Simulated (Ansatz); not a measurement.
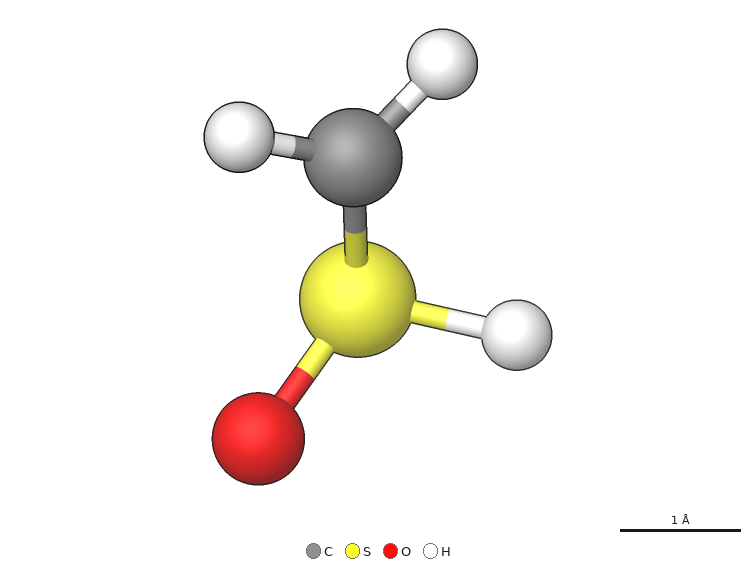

A ball-and-stick model of a molecule. Every bond is drawn as one stick, whatever its order.

The species is neutral and a spin doublet.

Describe the molecule.

Formula CH₃OS. This geometry has C1 symmetry. It is an open-shell species. Coordination, clear cases only: 1 S trigonal pyramidal.

More results for the same structure follow; atom numbers are the same in all pictures, views and colours differ. The geometry was computed by an optimisation with PBE0-D4/def2-TZVP. No frequency run is at hand to confirm it as a minimum.

### Dipole moment

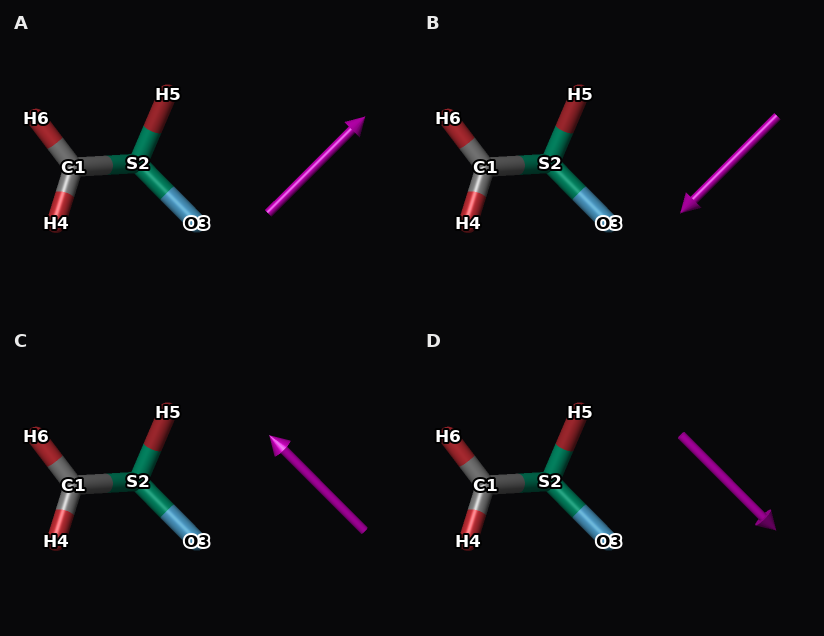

The same molecule four times, each with an arrow. No frequency run is at hand to confirm it as a minimum. Level of theory: UKS PBE0-D4/def2-TZVP (Ansatz 0.2.0).

Which arrow points along the dipole moment, from the negative to the positive end?

C. The dipole moment is 3.42 D; it points from the side of O3 to the side of H6 (the outermost atoms at the two ends).

### Electronic properties

No frequency run is at hand to confirm it as a minimum. Method: UHF-CCSD(T), frozen core/def2-TZVPP (Ansatz 0.2.0).

What does the calculation give?

- ⟨S²⟩ of the determinant: 0.772
- T1 diagnostic: 0.023

### Charges

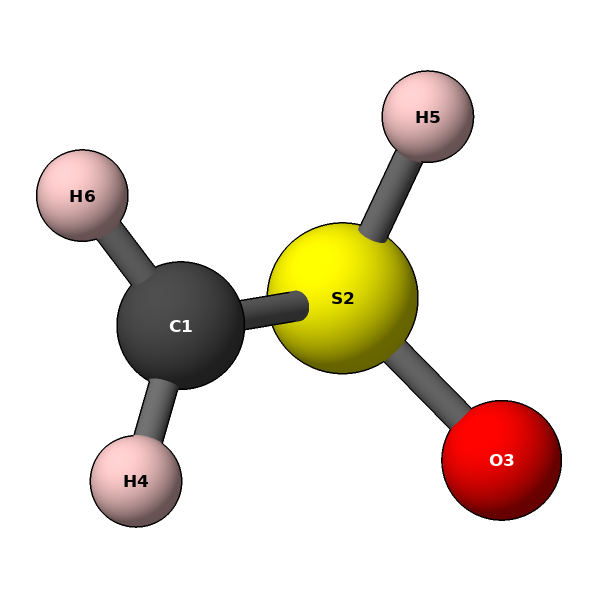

The questions are on Mulliken charges. No frequency run is at hand to confirm it as a minimum. Method: UKS PBE0-D4/def2-TZVP (Ansatz 0.2.0).

Give the Mulliken charges atom by atom.

| atom | value (e) |
| --- | --- |
| C1 | −0.35 |
| S2 | 0.41 |
| O3 | −0.50 |
| H4 | 0.17 |
| H5 | 0.11 |
| H6 | 0.15 |

Mulliken values depend strongly on the basis set and can even reverse the polarity of a bond.
